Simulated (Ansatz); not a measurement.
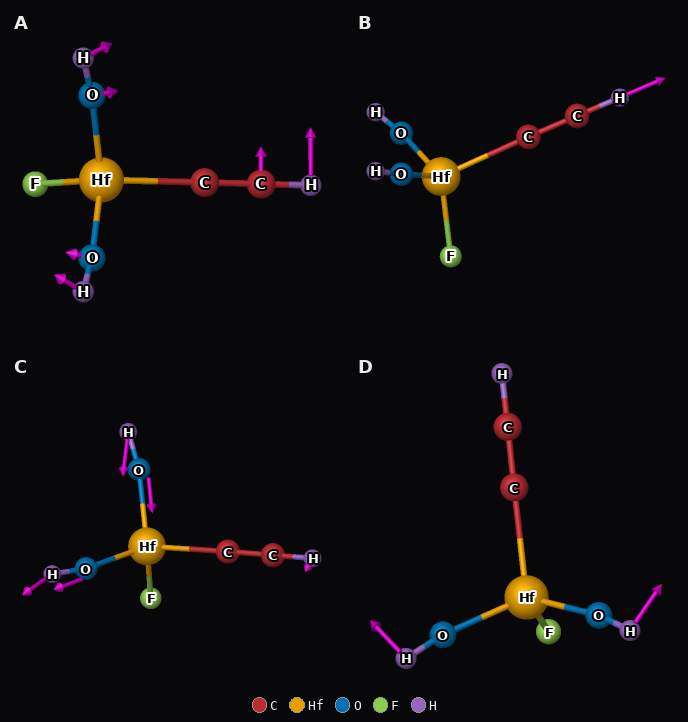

4 normal modes of one molecule or complex, as arrows. Charge 0, singlet. Harmonic vibrations computed with RKS PBE0-D4/def2-TZVP, core potentials on Hf (Ansatz 0.2.0) at a stationary point of the same level.

Question: Match the panels to the wavenumbers 93 cm⁻¹, 307 cm⁻¹, 700 cm⁻¹, 3452 cm⁻¹.

Answer: A: 93 cm⁻¹
B: 3452 cm⁻¹, C–H stretching
C: 700 cm⁻¹, out-of-phase stretching of 2 Hf–O bonds
D: 307 cm⁻¹, H–O–Hf bending
